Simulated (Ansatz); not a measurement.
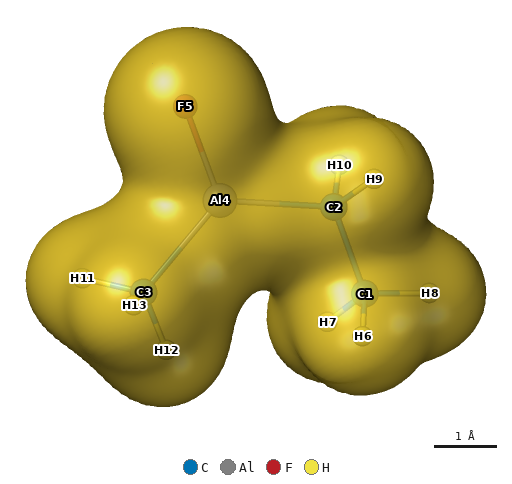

Figure. C3H8AlF (SMILES C[CH2][Al]([CH3])[F]). Isosurface of the electron density at 0.05 e/Å³ (yellow), seen at a tilt.

Geometry: B3LYP-D3(BJ)/def2-SVP.

Theory: isolated molecule in a Gaussian basis; Kohn-Sham density functional theory, functional PBE0 (Ansatz 0.2.0).

```json
{"atom": "C", "x (Å)": "0.4317", "y (Å)": "2.0030", "z (Å)": "-0.7761"}
{"atom": "C", "x (Å)": "0.8860", "y (Å)": "1.5023", "z (Å)": "0.6043"}
{"atom": "C", "x (Å)": "-0.3125", "y (Å)": "-1.6753", "z (Å)": "-0.2030"}
{"atom": "Al", "x (Å)": "0.5382", "y (Å)": "-0.3861", "z (Å)": "0.9875"}
{"atom": "F", "x (Å)": "1.0374", "y (Å)": "-0.9514", "z (Å)": "2.4859"}
{"atom": "H", "x (Å)": "0.9219", "y (Å)": "1.4498", "z (Å)": "-1.5949"}
{"atom": "H", "x (Å)": "-0.6553", "y (Å)": "1.8814", "z (Å)": "-0.9191"}
{"atom": "H", "x (Å)": "0.6586", "y (Å)": "3.0718", "z (Å)": "-0.9289"}
{"atom": "H", "x (Å)": "1.9704", "y (Å)": "1.6762", "z (Å)": "0.7413"}
{"atom": "H", "x (Å)": "0.4122", "y (Å)": "2.0989", "z (Å)": "1.4073"}
{"atom": "H", "x (Å)": "-1.0861", "y (Å)": "-2.2615", "z (Å)": "0.3214"}
{"atom": "H", "x (Å)": "-0.7779", "y (Å)": "-1.1986", "z (Å)": "-1.0810"}
{"atom": "H", "x (Å)": "0.4310", "y (Å)": "-2.4020", "z (Å)": "-0.5767"}
```

**What does this surface tell about the bonding?**

At this value the surface is in one piece. It bridges the sampled C–C (1.54 Å), Al–F (1.68 Å), C–Al (1.95 Å) and C–H (1.10 Å) contacts, where the density stays above the isovalue. On the grid the lowest density along these lines, outside the cores, is 1.6 e/Å³ (C–C, 1.54 Å), 0.64 e/Å³ (Al–F, 1.68 Å), 0.62 e/Å³ (C–Al, 1.95 Å) and 1.8 e/Å³ (C–H, 1.10 Å).
